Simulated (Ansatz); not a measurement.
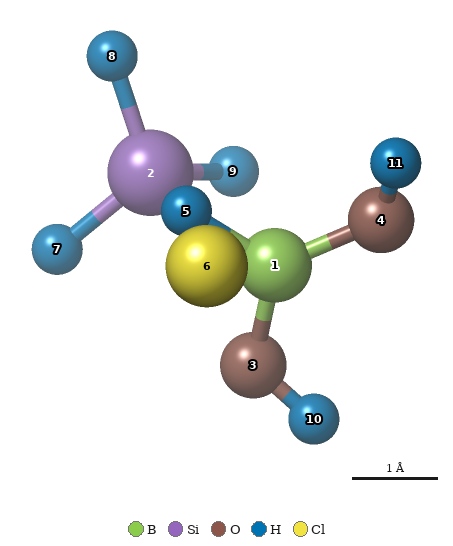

*The starting structure (ball-and-stick view, seen at a tilt; atoms are numbered from 1 in the order of the input).*

Geometry relaxation of BSiH₆ClO₂

The run: geometry relaxation of BSiH₆ClO₂. Method and program: RKS PBE-D4/def2-SVP (Ansatz 0.2.0).

The input holds or restrains some coordinates. It belongs to a series of runs on one base structure; here: pulled along the bonds that form and break, towards end B. Figures and captions count atoms from 1; the log counts them from 0 in places.

**The program's output**
```
The last accepted step is kept in [file] (removed where the run ends without a failure and the disk answers)
Engine: ansatz 0.2.0, x86_64-unknown-linux-gnu
Functional definition: PBE
  parameter kappa = 0.804
  parameter beta = 0.06672455060314922
  exchange = pbe_x(kappa = kappa, mu = beta*pi^2/3)
  correlation = pbe_c(beta = beta)
1179 factors; their error is unknown
mean field evaluation 1: about -25236.4114 eV, gradient 6.9e1 eV
mean field evaluation 2: about -25193.6880 eV, gradient 1.6e2 eV
mean field evaluation 4: about -25244.7723 eV, gradient 1.0e1 eV
mean field evaluation 8: about -25244.9998 eV, gradient 2.5e-1 eV
mean field evaluation 16: about -25244.9353 eV, gradient 3.4e-4 eV
mean field -25244.93530534 eV, -927.7342608397 hartree, gradient 7.4e-5 eV, S^2 0.000000; 0 other end points of the search recorded, 0 dependent functions left out
the calculation of the forces begins
reference -25244.93533944 eV, -927.7342620927 hartree; 29, 29 occupied and 79, 79 virtual orbitals, 1179 factors
relax step   1: F+E_penalty+E_count = -25245.18087569 eV  Δ(F+E_penalty+E_count) = +0.000e0 eV  max|allowed force component| = 1.658e0 eV/Å  E_restraint = 29.77864483 eV  max|allowed force component, restraints' pulls added| = 3.210e1 eV/Å  Δτ_max = 0.0000 Å  (27 SCF iters, accepted)
  distance B 0 - Cl 5 = 2.1748 Å
  distance H 4 - Si 1 = 1.8732 Å
  distance B 0 - Si 1 = 2.2826 Å
  distance H 4 - Cl 5 = 1.7669 Å
these checks for a lower state are left out or cut short: starts, cluster_reference, orbital_swaps, neighbouring_geometries, increment
1179 factors; their error is unknown
mean field -25245.39327208 eV, -927.7510908067 hartree, gradient 1.5e-5 eV, S^2 0.000000; 0 other end points of the search recorded, 0 dependent functions left out
[... from here on the field's lines of each further geometry are left out, up to the last ...]
relax step   2: F+E_penalty+E_count = -25245.63636749 eV  Δ(F+E_penalty+E_count) = -4.555e-1 eV  max|allowed force component| = 1.931e0 eV/Å  E_restraint = 15.48823909 eV  max|allowed force component, restraints' pulls added| = 2.246e1 eV/Å  Δτ_max = 0.1950 Å  (33 SCF iters, accepted)
relax step   3: F+E_penalty+E_count = -25245.95451567 eV  Δ(F+E_penalty+E_count) = -3.181e-1 eV  max|allowed force component| = 2.557e0 eV/Å  E_restraint = 5.65923369 eV  max|allowed force component, restraints' pulls added| = 1.239e1 eV/Å  Δτ_max = 0.1979 Å  (32 SCF iters, accepted)
relax step   4: F+E_penalty+E_count = -25246.09861576 eV  Δ(F+E_penalty+E_count) = -1.441e-1 eV  max|allowed force component| = 1.902e0 eV/Å  E_restraint = 0.79911373 eV  max|allowed force component, restraints' pulls added| = 3.779e0 eV/Å  Δτ_max = 0.1938 Å  (32 SCF iters, accepted)
relax step   5: F+E_penalty+E_count = -25246.59008981 eV  Δ(F+E_penalty+E_count) = -4.915e-1 eV  max|allowed force component| = 9.035e-1 eV/Å  E_restraint = 0.06731161 eV  max|allowed force component, restraints' pulls added| = 1.355e0 eV/Å  Δτ_max = 0.1946 Å  (29 SCF iters, accepted)
relax step   6: F+E_penalty+E_count = -25246.87758219 eV  Δ(F+E_penalty+E_count) = -2.875e-1 eV  max|allowed force component| = 1.222e0 eV/Å  E_restraint = 0.02936041 eV  max|allowed force component, restraints' pulls added| = 1.222e0 eV/Å  Δτ_max = 0.1948 Å  (34 SCF iters, accepted)
relax step   7: F+E_penalty+E_count = -25247.00348076 eV  Δ(F+E_penalty+E_count) = -1.259e-1 eV  max|allowed force component| = 7.421e-1 eV/Å  E_restraint = 0.02930664 eV  max|allowed force component, restraints' pulls added| = 5.919e-1 eV/Å  Δτ_max = 0.2000 Å  (28 SCF iters, accepted)
relax step   8: F+E_penalty+E_count = -25247.05453509 eV  Δ(F+E_penalty+E_count) = -5.105e-2 eV  max|allowed force component| = 1.138e0 eV/Å  E_restraint = 0.03360231 eV  max|allowed force component, restraints' pulls added| = 1.138e0 eV/Å  Δτ_max = 0.1947 Å  (30 SCF iters, accepted)
relax step   9: F+E_penalty+E_count = -25247.10307198 eV  Δ(F+E_penalty+E_count) = -4.854e-2 eV  max|allowed force component| = 7.553e-1 eV/Å  E_restraint = 0.02979834 eV  max|allowed force component, restraints' pulls added| = 5.312e-1 eV/Å  Δτ_max = 0.1999 Å  (29 SCF iters, accepted)
the calculation of the forces begins
reference -25246.89335891 eV, -927.8062179809 hartree; 29, 29 occupied and 79, 79 virtual orbitals, 1179 factors
relax step  10: F+E_penalty+E_count = -25247.12522619 eV  Δ(F+E_penalty+E_count) = -2.215e-2 eV  max|allowed force component| = 7.018e-1 eV/Å  E_restraint = 0.02684398 eV  max|allowed force component, restraints' pulls added| = 1.032e-1 eV/Å  Δτ_max = 0.1640 Å  (27 SCF iters, accepted)
  distance B 0 - Cl 5 = 1.8331 Å
  distance H 4 - Si 1 = 1.4518 Å
  distance B 0 - Si 1 = 3.2530 Å
  distance H 4 - Cl 5 = 2.6366 Å
1179 factors; their error is unknown
mean field evaluation 96: about -25246.8933 eV, gradient 6.3e-2 eV
```

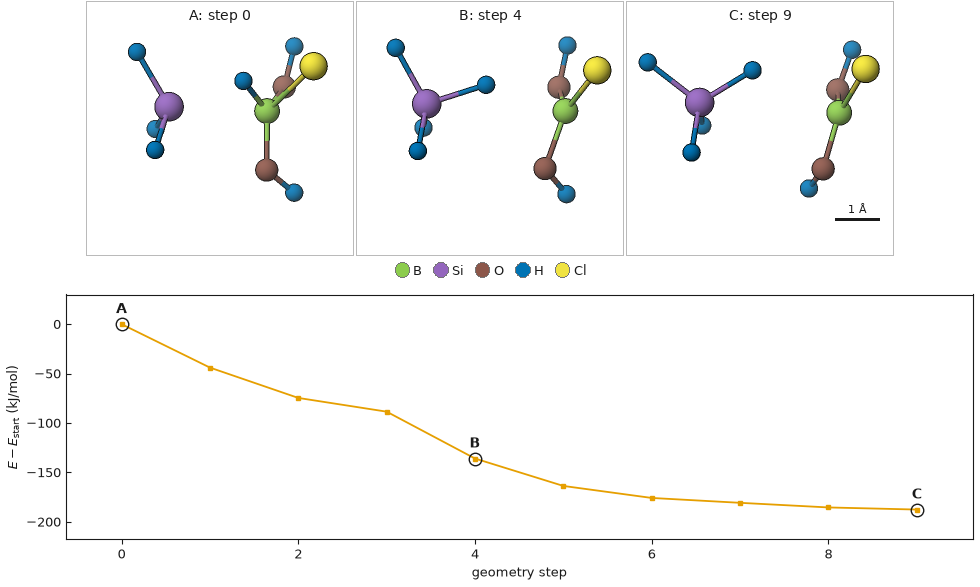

*Frames of the restrained relaxation (ball-and-stick view, seen at a tilt) above the curves, on which the letters mark them (the first geometry is step 0 here and step 1 in the log).*

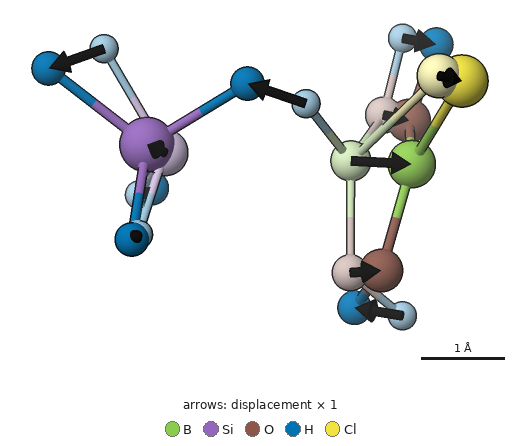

*Start (faint) and end (solid) with the displacements as black arrows, at true length (ball-and-stick view, seen at a tilt). The two geometries are laid on each other by the best rigid fit.*

Over 9 geometry steps the energy falls by 187.6 kJ/mol. The largest force component goes from 1.7 to 0.7 eV/Å. The largest move after the best rigid fit is that of H5, 0.75 Å. Largest moves by element: H 0.75 Å, B 0.74 Å, O 0.38 Å, Cl 0.33 Å, Si 0.29 Å. Among the contacts that change: B1–H5 1.284 → 2.381 Å, Si2–H5 1.873 → 1.452 Å, B1–Cl6 2.175 → 1.833 Å, Si2–H7 1.454 → 1.502 Å. New bonds form: Si2–H5 (1.87 → 1.45 Å). Bonds break: B1–H5 (1.28 → 2.38 Å). Among the angles that change: O4–B1–Cl6 107.6° → 120.5°, B1–O4–H11 118.0° → 111.3°, O3–B1–Cl6 111.4° → 117.4°. (Atoms are counted from 1 in the order of the input.)

```
mean field -25246.89332287 eV, -927.8062166567 hartree, gradient 1.0e-5 eV, S^2 0.000000; 1 other end points of the search recorded, 0 dependent functions left out
the calculation of the forces begins
reference -25246.89335891 eV, -927.8062179809 hartree; 29, 29 occupied and 79, 79 virtual orbitals, 1179 factors
Total energy: -25247.12526222 eV, -927.8147402706 hartree
Atom 0 at    -1.152146     0.907784     0.241802 Å, force     0.115781     0.615990     0.515402 eV/Å
Atom 1 at     1.542819    -0.849079    -0.240544 Å, force     0.524708    -0.643073    -0.701762 eV/Å
Atom 2 at    -0.860260     1.135697    -1.064606 Å, force     0.084658    -0.042676    -0.055016 eV/Å
Atom 3 at    -1.944113    -0.128192     0.636050 Å, force    -0.015591     0.035942     0.052112 eV/Å
Atom 4 at     0.986210     0.013354     0.786184 Å, force    -0.220238     0.433499     0.626775 eV/Å
Atom 5 at    -0.485611     2.089880     1.474087 Å, force    -0.422964    -0.382950    -0.515213 eV/Å
Atom 6 at     2.207696    -0.031816    -1.310473 Å, force    -0.018848     0.014025     0.006541 eV/Å
Atom 7 at     2.563140    -1.766524     0.375150 Å, force     0.008073    -0.023005     0.005552 eV/Å
Atom 8 at     0.462760    -1.695435    -0.853952 Å, force    -0.029116    -0.000351    -0.012345 eV/Å
Atom 9 at    -1.241299     0.447681    -1.644099 Å, force    -0.012129     0.044392     0.066815 eV/Å
Atom 10 at    -2.079196    -0.123551     1.600399 Å, force    -0.014335    -0.051793     0.011138 eV/Å
Dipole moment:    -0.281425    -0.301649     0.011597 e Å
```

**Trajectory as extended XYZ (Å, eV, eV/Å), 10 frames, from step=1 to step=10**
```
11
Properties=species:S:1:pos:R:3:forces:R:3 step=1 energy=-25245.18088
B    -0.6404    0.3959    0.1005   -0.9109   0.7216   0.2262
Si    1.2673   -0.7952   -0.2899   -0.5601   0.6255   0.5235
O    -0.6539    0.8266   -1.1927    1.0202   0.0366  -0.5285
O    -1.6722   -0.3178    0.6307   -0.5849  -0.5898  -0.8089
H     0.4708    0.5666    0.7200    1.6577  -0.8889  -0.1266
Cl   -0.1904    2.0219    1.4728   -0.2328   0.1822   0.1264
H     2.0833   -0.0541   -1.2379    0.5072   0.4704  -0.4400
H     2.0655   -1.4148    0.7695    0.3848  -0.1834   0.6214
H     0.5130   -1.8473   -0.9640   -0.4863  -0.4972  -0.3123
H    -1.5072    0.9924   -1.5900   -0.8971   0.0347  -0.1359
H    -1.7358   -0.3744    1.5810    0.1023   0.0881   0.8547
11
Properties=species:S:1:pos:R:3:forces:R:3 step=2 energy=-25245.63637
B    -0.7402    0.5227    0.1536    0.5509   1.5277   0.5174
Si    1.3514   -0.8232   -0.2832   -1.9314   0.8906  -0.0396
O    -0.6574    0.8267   -1.1890    0.5980   0.0920   0.1351
O    -1.6826   -0.3223    0.6324   -0.5827  -0.5486  -0.4945
H     0.5479    0.4119    0.6299    1.1087  -1.3544  -0.6518
Cl   -0.2491    2.0838    1.4920   -0.6579  -0.5913  -0.6047
H     2.0907   -0.0491   -1.2434    0.7894   0.5585  -0.6402
H     2.0748   -1.4205    0.7806    1.0399  -0.6803   1.2082
H     0.5129   -1.8478   -0.9638   -0.1795  -0.0514   0.0243
H    -1.5103    0.9933   -1.5952   -0.6818   0.0314  -0.2531
H    -1.7380   -0.3757    1.5861   -0.0535   0.1258   0.7989
11
Properties=species:S:1:pos:R:3:forces:R:3 step=3 energy=-25245.95452
B    -0.8427    0.6679    0.2170    1.0289   0.8472  -0.2926
Si    1.4249   -0.8604   -0.2860   -2.5569   0.9943  -0.5222
O    -0.6570    0.8307   -1.1763   -0.1164   0.4884   1.1297
O    -1.6844   -0.3245    0.6328   -0.1456   0.2048  -0.1301
H     0.6339    0.2591    0.5380    0.5699  -0.8731  -0.3832
Cl   -0.3255    2.1303    1.4962   -0.8534  -1.1394  -1.1012
H     2.1010   -0.0431   -1.2512    0.9853   0.4793  -0.7476
H     2.0908   -1.4315    0.7971    1.5195  -1.0907   1.5349
H     0.5122   -1.8465   -0.9619    0.0809   0.0652   0.1438
H    -1.5126    0.9923   -1.5981   -0.3113  -0.0265  -0.2563
H    -1.7406   -0.3744    1.5923   -0.2009   0.0504   0.6247
11
Properties=species:S:1:pos:R:3:forces:R:3 step=4 energy=-25246.09862
B    -0.9609    0.8132    0.2666    0.8910  -0.7282  -1.1609
Si    1.4887   -0.9097   -0.3019   -1.9016   0.6281  -0.6037
O    -0.6690    0.8623   -1.1410   -0.7377   1.0217   1.5856
O    -1.6874   -0.3077    0.6385    0.1868   1.0904   0.2409
H     0.7337    0.1232    0.4619   -0.0780   0.0675   0.2871
Cl   -0.4228    2.1506    1.4773   -0.7226  -0.9526  -0.9561
H     2.1309   -0.0398   -1.2693    0.9585   0.1441  -0.6144
H     2.1348   -1.4641    0.8255    1.4500  -1.0741   1.0343
H     0.5161   -1.8492   -0.9594    0.2015  -0.0604   0.0725
H    -1.5181    0.9900   -1.6027    0.0023  -0.1170  -0.2180
H    -1.7461   -0.3689    1.6045   -0.2503  -0.0196   0.3328
11
Properties=species:S:1:pos:R:3:forces:R:3 step=5 energy=-25246.59009
B    -1.0606    0.8678    0.2592    0.6054  -0.3762  -0.8419
Si    1.5403   -0.9300   -0.2865   -0.5318   0.0235  -0.4052
O    -0.7502    0.9847   -1.1088   -0.9035   0.7129   0.8936
O    -1.7554   -0.2502    0.6486    0.0612   0.5023   0.3417
H     0.8130    0.0724    0.4760   -0.3696   0.4778   0.5274
Cl   -0.5186    2.1408    1.4460   -0.3390  -0.4288  -0.3960
H     2.2515   -0.1055   -1.2968    0.4996  -0.1712  -0.1775
H     2.2909   -1.5774    0.7994    0.6944  -0.5002   0.0817
H     0.5662   -1.8660   -0.9467    0.1450  -0.0524   0.0447
H    -1.5932    0.9933   -1.6112    0.3460  -0.2486  -0.0384
H    -1.7840   -0.3303    1.6209   -0.2077   0.0608  -0.0302
11
Properties=species:S:1:pos:R:3:forces:R:3 step=6 energy=-25246.87758
B    -1.1015    0.8893    0.2411    0.3123   0.3738  -0.0077
Si    1.5618   -0.9113   -0.2577    0.5823  -0.6403  -0.4360
O    -0.8440    1.1131   -1.0954   -1.2220   0.2295  -0.0255
O    -1.8111   -0.2052    0.6391   -0.0622   0.0914   0.2016
H     0.8308    0.0673    0.5256   -0.2807   0.5155   0.5111
Cl   -0.5309    2.1268    1.4635   -0.2312  -0.4550  -0.4105
H     2.3762   -0.1863   -1.2976    0.0184  -0.1049   0.0844
H     2.4394   -1.6699    0.7138    0.0088   0.0219  -0.1917
H     0.6163   -1.8696   -0.9252    0.0080   0.0172   0.0178
H    -1.6701    0.9197   -1.6186    0.9739  -0.1213   0.3625
H    -1.8668   -0.2741    1.6115   -0.1077   0.0722  -0.1062
11
Properties=species:S:1:pos:R:3:forces:R:3 step=7 energy=-25247.00348
B    -1.1234    0.8854    0.2226    0.1674   0.6162   0.3520
Si    1.5763   -0.8906   -0.2449    0.6335  -0.7421  -0.4336
O    -0.8821    1.1435   -1.0998   -0.5919   0.0964   0.1065
O    -1.8634   -0.1876    0.6208   -0.0240   0.0397   0.0143
H     0.9768    0.0709    0.6622   -0.3484   0.5476   0.4829
Cl   -0.5142    2.0917    1.4618   -0.2539  -0.4508  -0.4708
H     2.3633   -0.1668   -1.3031   -0.0313  -0.0528   0.0208
H     2.5058   -1.7295    0.6066   -0.0424  -0.0037  -0.1854
H     0.5414   -1.7826   -0.8758    0.0297   0.0536   0.0271
H    -1.6261    0.7935   -1.6403    0.5145  -0.1297   0.0963
H    -1.9544   -0.2280    1.5898   -0.0532   0.0255  -0.0102
11
Properties=species:S:1:pos:R:3:forces:R:3 step=8 energy=-25247.05453
B    -1.1350    0.9053    0.2289    0.1180   0.7536   0.6826
Si    1.5645   -0.8723   -0.2358    0.7481  -0.8090  -0.4562
O    -0.8971    1.2012   -1.0763   -1.1294  -0.8734  -0.8879
O    -1.8647   -0.1773    0.6152   -0.0988  -0.0349   0.0363
H     0.9911    0.0895    0.6965   -0.2111   0.4320   0.4700
Cl   -0.5257    2.0929    1.4888   -0.2888  -0.4240  -0.5088
H     2.3394   -0.1637   -1.3134   -0.0703   0.0103   0.0221
H     2.5302   -1.7709    0.5242   -0.1900   0.1362  -0.1308
H     0.5042   -1.7382   -0.8559   -0.0266   0.0395   0.0100
H    -1.5116    0.6365   -1.6532    1.1381   0.7790   0.8301
H    -1.9951   -0.2032    1.5811    0.0108  -0.0093  -0.0675
11
Properties=species:S:1:pos:R:3:forces:R:3 step=9 energy=-25247.10307
B    -1.1665    0.9173    0.2325    0.2805   0.5392   0.5026
Si    1.5396   -0.8451   -0.2344    0.6188  -0.7553  -0.5781
O    -0.8353    1.1523   -1.0687   -0.5312  -0.2550  -0.1827
O    -1.9517   -0.1343    0.6040    0.0964  -0.0218   0.2284
H     1.0453    0.1044    0.7482   -0.2208   0.4640   0.5692
Cl   -0.5267    2.0830    1.4951   -0.3715  -0.4072  -0.5496
H     2.2543   -0.1222   -1.3416   -0.0552  -0.0050  -0.0004
H     2.5233   -1.7714    0.4444   -0.0726   0.0373  -0.0618
H     0.4230   -1.6819   -0.7949   -0.0096   0.0335  -0.0024
H    -1.3366    0.5402   -1.6617    0.3947   0.2803   0.3247
H    -1.9688   -0.2425    1.5771   -0.1294   0.0899  -0.2498
11
Properties=species:S:1:pos:R:3:forces:R:3 step=10 energy=-25247.12523
B    -1.1521    0.9078    0.2418    0.1158   0.6160   0.5154
Si    1.5428   -0.8491   -0.2405    0.5247  -0.6431  -0.7018
O    -0.8603    1.1357   -1.0646    0.0847  -0.0427  -0.0550
O    -1.9441   -0.1282    0.6361   -0.0156   0.0359   0.0521
H     0.9862    0.0134    0.7862   -0.2202   0.4335   0.6268
Cl   -0.4856    2.0899    1.4741   -0.4230  -0.3830  -0.5152
H     2.2077   -0.0318   -1.3105   -0.0188   0.0140   0.0065
H     2.5631   -1.7665    0.3751    0.0081  -0.0230   0.0056
H     0.4628   -1.6954   -0.8540   -0.0291  -0.0004  -0.0123
H    -1.2413    0.4477   -1.6441   -0.0121   0.0444   0.0668
H    -2.0792   -0.1236    1.6004   -0.0143  -0.0518   0.0111
```

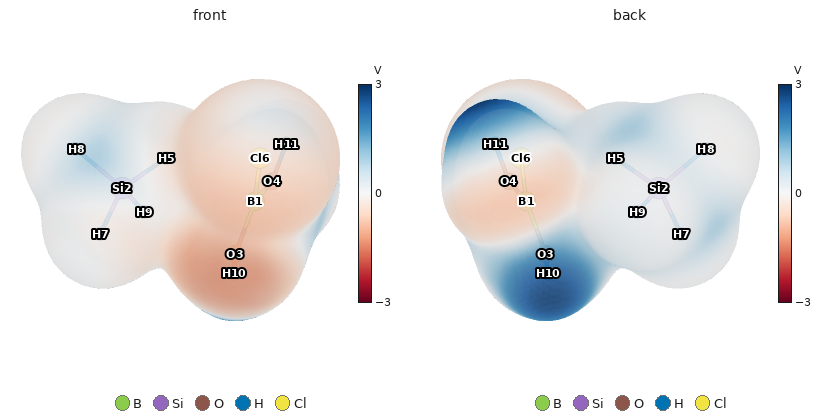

*The molecular electrostatic potential painted on the density surface at 0.002 e/bohr³, seen face on and from behind; red is negative and blue positive.*

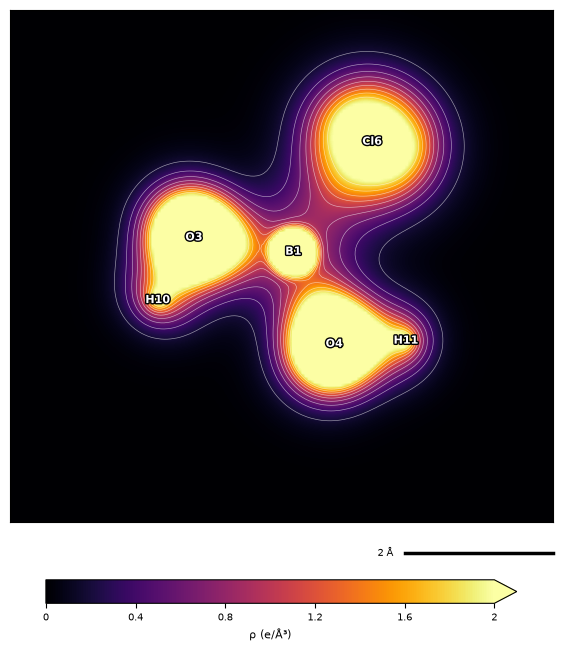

*Total electron density on the plane of atoms O4, B1 and Cl6.*

The plane passes through B, O, Cl and H nuclei. B–O (1.36 Å): ρ is about 2.1 e/Å³ halfway. B–Cl (1.83 Å): ρ is about 1.2 e/Å³ halfway, with its minimum of 0.87 e/Å³ about 0.6 Å from B. O–H (0.97 Å): ρ at the midpoint is about 3.6 e/Å³, with its minimum of 2.3 e/Å³ about 0.8 Å from O.

The run was set up as follows.

**Input file**
```yaml
crystal:
  periodic: [false, false, false]
  atoms:
    - { symbol: B, position_ang: [-0.6404, 0.3959, 0.1005] }
    - { symbol: Si, position_ang: [1.2673, -0.7952, -0.2899] }
    - { symbol: O, position_ang: [-0.6539, 0.8266, -1.1927] }
    - { symbol: O, position_ang: [-1.6722, -0.3178, 0.6307] }
    - { symbol: H, position_ang: [0.4708, 0.5666, 0.72] }
    - { symbol: Cl, position_ang: [-0.1904, 2.0219, 1.4728] }
    - { symbol: H, position_ang: [2.0833, -0.0541, -1.2379] }
    - { symbol: H, position_ang: [2.0655, -1.4148, 0.7695] }
    - { symbol: H, position_ang: [0.513, -1.8473, -0.964] }
    - { symbol: H, position_ang: [-1.5072, 0.9924, -1.59] }
    - { symbol: H, position_ang: [-1.7358, -0.3744, 1.581] }
basis:
  gaussian: { orbitals: def2-SVP }
hamiltonian:
  xc: pbe
  dispersion: d4
relax:
  f_tol: 0.15
  max_steps: 25
  restrain:
    - { distance: [0, 5], at: 1.86, k: 30.0 }
    - { distance: [4, 1], at: 1.42, k: 30.0 }
    - { distance: [0, 1], at: 3.25, k: 30.0 }
    - { distance: [4, 5], at: 2.63, k: 30.0 }
output:
  orbitals: {}
```

Command:
```bash
ansatz run input.yaml --threads 2 --pin off --max-ram 3072MiB --backend cpu --events-out ev --progress --plain --runs-dir out
```

**Summary**

```csv
quantity,value
outcome,converged under the restraints of the input
total energy,−25247.1253 eV
mean-field energy,−25246.8934 eV
"largest force (length of the vector) at the end, held atoms and coordinates included",1.087 eV/Å
hardware,"2 threads of AMD EPYC (Zen 4), 64 GiB of memory available, shared host"
wall time,19 s (CPU time 30 s)
peak memory,0.17 GiB
```
